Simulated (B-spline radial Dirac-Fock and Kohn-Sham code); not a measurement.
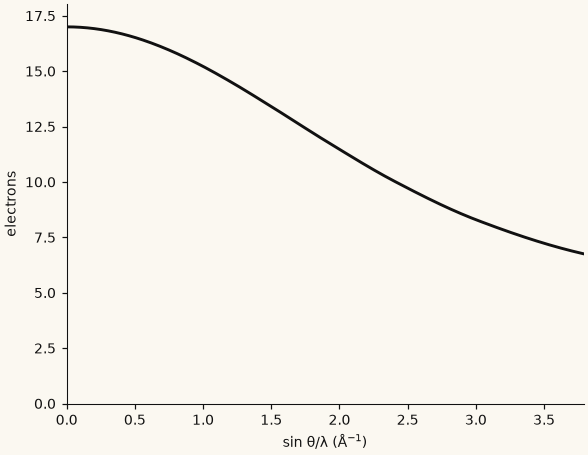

The X-ray form factor f against sin θ/λ. Computed with a B-spline radial atomic code: the spherical Dirac–Fock density (average of configuration).

**The nuclear charge is 80. What is the species?**

Hg⁶³⁺: f(0) = 17 electrons, so the charge is 80 − 17 = +63.

**What is f at sin θ/λ = 0.96 Å⁻¹?**

15.3 electrons.

**Where has f fallen to half its forward value?**

Near sin θ/λ = 2.93 Å⁻¹.
